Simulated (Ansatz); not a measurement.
# How methods differ on [BH4]− (SMILES [H][B-]([H])([H])[H])

[BH4]− has 5 atoms, charge -1, and is taken as a singlet. As SMILES, `[H][B-]([H])([H])[H]`. The coordinates come from a GFN2-xTB relaxation.

```tsv
atom	x (Å)	y (Å)	z (Å)
B	0.0000	-0.0002	-0.0001
H	0.0119	-0.0206	1.2291
H	1.1546	0.0118	-0.4208
H	-0.5876	1.0078	-0.3876
H	-0.5789	-0.9989	-0.4207
```

Each level gives the energy change with the B1–H3 bond stretched from 1.229 to 2.458 Å (eV). The values are calculated.

```csv
level,kind,program,value (eV),less CCSD(T)/6-31G,CPU time (all runs)
SVWN5/6-31G (restricted),LDA,Ansatz,2.69,+0.22,0.69 s
BLYP/6-31G (restricted),GGA,Ansatz,2.42,-0.05,1 s
HSE06/6-31G (restricted),range-separated hybrid,Ansatz,2.75,+0.28,1.3 s
B2PLYP/6-31G (restricted),double hybrid,Ansatz,2.67,+0.20,1.6 s
RPA@PBE/6-31G (restricted),RPA,Ansatz,2.33,-0.14,1.6 s
BCCD(T)/6-31G (restricted),coupled cluster or CI,Ansatz,2.48,+0.01,0.29 s
CCSD(T)/6-31G (restricted),coupled cluster or CI,Ansatz,2.47,0.00,0.23 s
CCSDT(Q)/6-31G (restricted),coupled cluster or CI,Ansatz,2.47,0.00,0.6 s
FCI/3-21G,exact in the basis,Ansatz,2.56,+0.09,21 s
```

Differences are taken from CCSD(T)/6-31G (restricted) for orientation; it has basis-set and higher-order errors of its own. Its T1 diagnostic reaches 0.041, a sign that one reference may not serve. At this stretch a single reference begins to fail. Sets without diffuse functions describe the anion poorly. The first shape isn't each level's own minimum. The values span 2.33 to 2.75 eV. All rows use very small basis sets, so even the best lies far from the true value. Times are those of the runs behind each value, whatever else they computed, on shared processors of several kinds: orders of magnitude only.

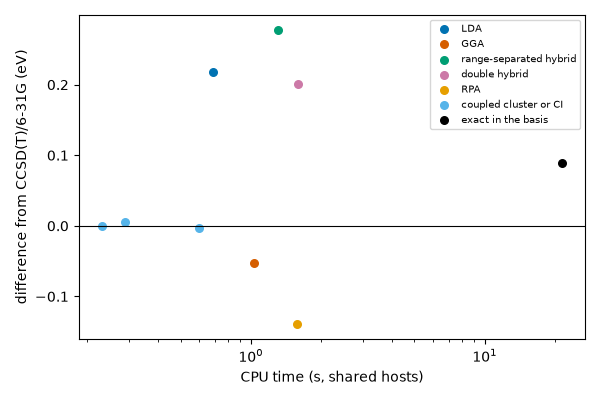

Difference from CCSD(T)/6-31G against processor time, one point a level.
